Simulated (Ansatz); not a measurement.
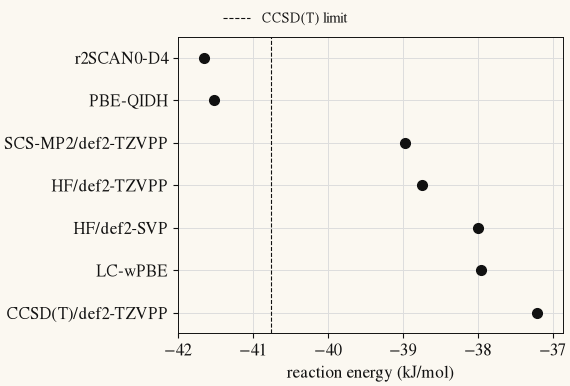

Electronic reaction energy of SiNH₅S₂ (N[SiH2]SS) + HCl (Cl) → SiH₃S₂Cl (SS[SiH2]Cl) + NH₃ (N) (SMILES in brackets) at several levels (functionals in def2-TZVPP unless a basis is named), isolated molecules at PBE0-D4 triple-zeta geometries, minima by their frequencies, no zero-point or thermal terms, the Ansatz code 0.2.0. The line is frozen-core CCSD(T) at the basis limit (MP2 extrapolated from triple and quadruple zeta, plus CCSD(T) less MP2 in a smaller set). PBE-QIDH holds a correlation term that converges slowly with the basis, so part of the distance to the limit is basis error. No dispersion term is added to PBE-QIDH and LC-wPBE. The distance of SCS-MP2/def2-TZVPP, HF/def2-SVP and CCSD(T)/def2-TZVPP to the limit includes basis error.

Q: Which level comes closest to the line (CCSD(T) limit), and which misses most?

A: Closest PBE-QIDH (−41.5 kJ/mol), against −40.8 kJ/mol; farthest CCSD(T)/def2-TZVPP (−37.2 kJ/mol).

Q: Give the values.

A:
| level | kJ/mol | less CCSD(T) limit |
| --- | --- | --- |
| r2SCAN0-D4 | −41.6 | −0.9 |
| PBE-QIDH | −41.5 | −0.8 |
| SCS-MP2/def2-TZVPP | −39.0 | 1.8 |
| HF/def2-TZVPP | −38.7 | 2.0 |
| HF/def2-SVP | −38.0 | 2.8 |
| LC-wPBE | −38.0 | 2.8 |
| CCSD(T)/def2-TZVPP | −37.2 | 3.5 |
| CCSD(T) limit | −40.8 | 0.0 |

Known limits of this run: one conformer of each flexible molecule.
